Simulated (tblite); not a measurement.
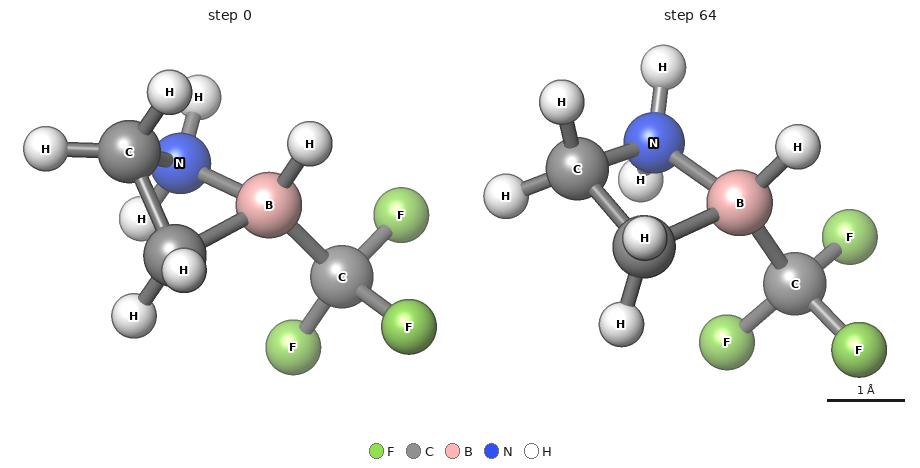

The structure of C₃H₇BF₃N before (left) and after (right) a relaxation, at one scale.

A ball-and-stick model, seen from a free direction.

Computed with tblite 0.8.0, GFN2-xTB geometry optimisation, gas phase. 

Question: Summarise the run.

Answer: The atom that moves furthest after the best rigid fit is an H atom (0.91 Å). Largest moves by element: H 0.91 Å, F 0.47 Å, N 0.34 Å, C 0.32 Å, B 0.20 Å. Near-neighbour distances that change, for instance: B–N 1.540 → 1.636 Å, B–C 1.569 → 1.633 Å, C–F 1.398 → 1.345 Å, B–C 1.589 → 1.629 Å. Bond angles that change, for instance: C–C–N 84.4° → 95.2°, H–C–H 117.7° → 109.1°, H–N–H 117.0° → 108.5°. Groups turn about B–N by about 35°, B–C by about 30°, C–C by about 30°. The energy falls by 1.180 eV in 64 geometry steps. The run took 0.55 s on 1 thread of Arm Neoverse N1, with other jobs on the host.
